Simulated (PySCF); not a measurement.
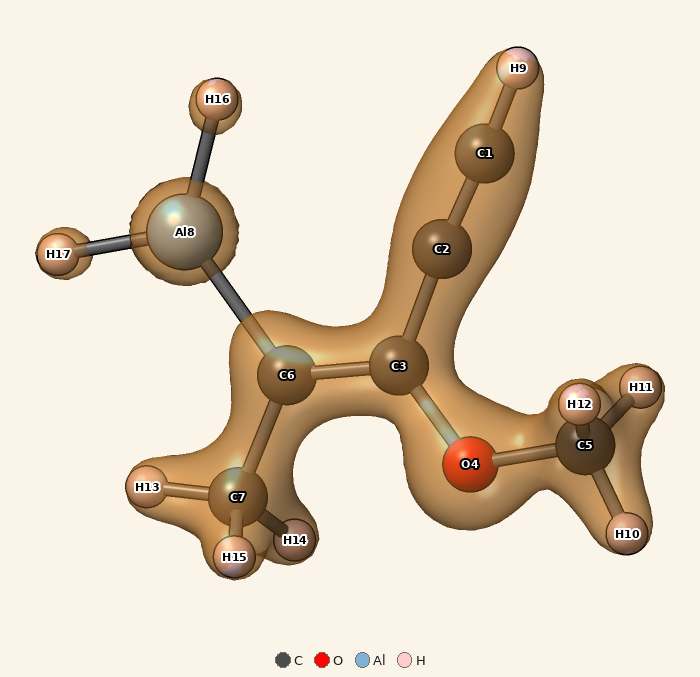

C₆H₉AlO (SMILES C#C/C(OC)=[C](/C)[AlH2]). Isosurface of the electron density at 1 e/Å³ (orange), seen at a tilt.

Geometry: GFN2-xTB.

These are results of PBE0/def2-SVPD, SCF density, gas phase (PySCF), not measurements.

```xyz
17

C    -0.8217    2.5575    0.1515
C    -0.3841    1.4387    0.0709
C     0.2185    0.1563   -0.0374
O     1.5635    0.0527   -0.2658
C     2.2958    1.2460   -0.3852
C    -0.5690   -0.9381    0.0896
C     0.0305   -2.3177   -0.0192
Al   -2.5090   -0.7751    0.4241
H    -1.2518    3.5118    0.2300
H     3.3284    0.9486   -0.5632
H     1.9397    1.8531   -1.2240
H     2.2394    1.8444    0.5301
H    -0.7558   -3.0667    0.1126
H     0.4986   -2.4636   -0.9928
H     0.7952   -2.4701    0.7423
H    -3.3204    0.5360    0.5740
H    -3.3046   -2.1018    0.5526
```

Q: What does this surface tell about the bonding?

A: At this value the surface falls into four separate pieces. It bridges the sampled C–C (1.20 Å), C–O (1.37 Å) and C–H (1.05 Å) contacts, where the density stays above the isovalue. It is pinched off along the sampled C–Al (1.98 Å) contacts. On the grid the lowest density along these lines, outside the cores, is 2.7 e/Å³ (C–C, 1.20 Å), 1.9 e/Å³ (C–O, 1.37 Å), 0.59 e/Å³ (C–Al, 1.98 Å) and 2 e/Å³ (C–H, 1.05 Å).
